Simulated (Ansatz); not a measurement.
System: CoGe4Ru3.

```xyz
24
Lattice="6.8221 0.0000 0.0000 -3.4110 5.9081 0.0000 0.0000 0.0000 8.4625" Properties=species:S:1:pos:R:3 pbc="T T T"
Ge    0.0000    3.9387    0.0521
Ge    0.0000    0.0000    2.8729
Ge    3.4111    1.9693    5.6938
Ge    5.1540    2.2698    1.8815
Ge    1.7430    4.2392    4.7024
Ge    1.7431    0.3004    7.5232
Ge    2.2794    3.3287    1.8815
Ge   -1.1317    5.2980    4.7024
Ge    5.6904    1.3593    7.5232
Ge    2.7997    0.3096    1.8815
Ge   -0.6113    2.2790    4.7024
Ge    2.7997    4.2483    7.5232
Co    0.0000    3.9387    2.4819
Co    0.0000    0.0000    5.3028
Co    3.4111    1.9693    8.1236
Ru    1.6721    5.8690    1.0350
Ru    1.6721    1.9303    3.8558
Ru   -1.7390    3.8996    6.6766
Ru   -2.5077    4.4216    1.0350
Ru    4.3144    0.4829    3.8558
Ru    0.9033    2.4523    6.6766
Ru    0.8357    1.5255    1.0350
Ru    4.2467    3.4949    3.8558
Ru    0.8356    5.4643    6.6766
```

Space group R3; a structure generated by program, which may or may not match a known phase; spin-polarised.

Theory: DFT PBE, scalar-relativistic, plane waves, PAW (Ansatz).

**What can the converged valence pseudo-density, electron localisation function and spin density tell about the bonding?**

Co–Ge (2.43 Å): ρ is about 0.41 e/Å³ halfway; the ELF is about 0.40 at the midpoint.
Ge–Ru (2.53 Å): the density is about 0.46 e/Å³ at the midpoint; the ELF is about 0.40 at the midpoint.
The spin density sits on Co: +0.7 μB (×3) in one cell of 24 atoms, with smaller moments on other sites: Ru (up to +0.13 μB): parallel main moments (a ferromagnetic arrangement) in this solution. The cell of the calculation (8 atoms) carries 1.1 μB of net spin moment.

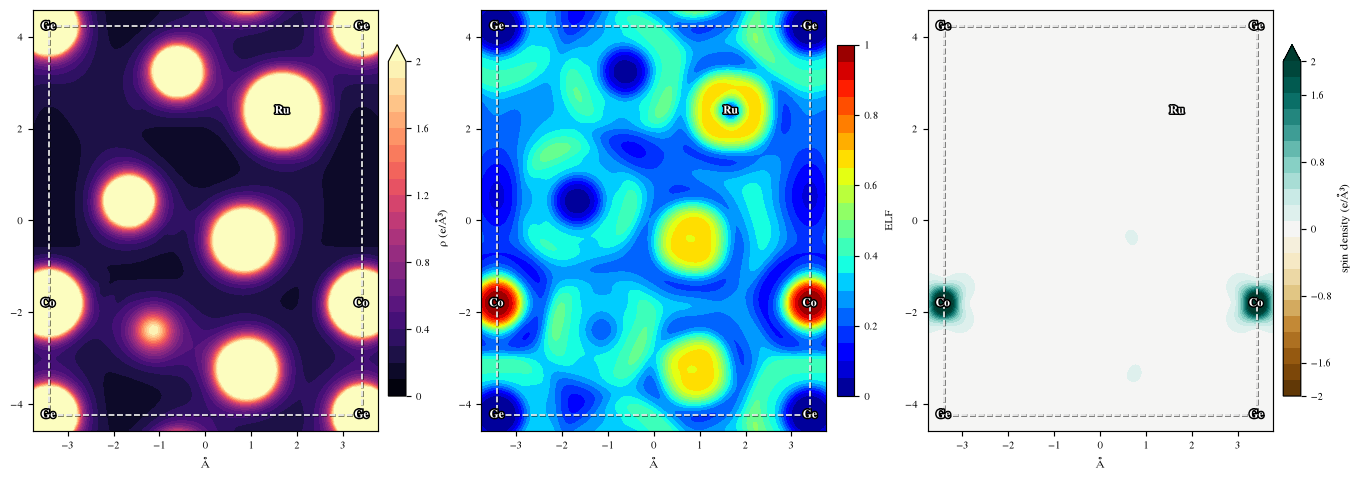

Computed valence pseudo-density, electron localisation function and spin density on the (010) plane of the conventional cell, in this order. Atoms just off the plane (Ge, 0.3 Å away and Ru, 0.4 Å away) can leave unmarked features too.

The density is the valence pseudo-density of a PAW calculation; it isn't the true density close to the nuclei.
